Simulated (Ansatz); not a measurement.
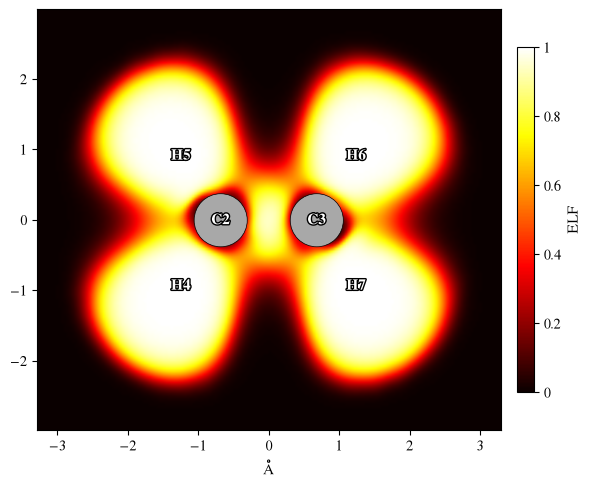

*C₂H₄Cu (charge +1). ELF on the plane of atoms C2, C3 and H7. Grey discs cover the atomic cores.*

Geometry: PBE0-D4/def2-TZVP.

Computed with RKS PBE0-D4/def2-TZVPPD in Ansatz.

```yaml
atoms:
  - { symbol: Cu, position_ang: [1.2411, 0.3566, -1.1873] }
  - { symbol: C, position_ang: [-0.0081, 0.5240, 0.4955] }
  - { symbol: C, position_ang: [-0.3239, -0.6193, -0.1780] }
  - { symbol: H, position_ang: [0.6798, 0.5080, 1.3378] }
  - { symbol: H, position_ang: [-0.5584, 1.4464, 0.3253] }
  - { symbol: H, position_ang: [-1.1344, -0.6386, -0.9029] }
  - { symbol: H, position_ang: [0.1038, -1.5770, 0.1095] }
```

**Describe what can be read from this map.**

Atoms in the plane: C and H. C–C (1.36 Å): the ELF peaks at about 0.95 between the atoms; a covalent bond. C–H (1.09 Å): the ELF climbs to about 1 towards the hydrogen, as it does in any bond to H: an ordinary covalent bond to hydrogen.
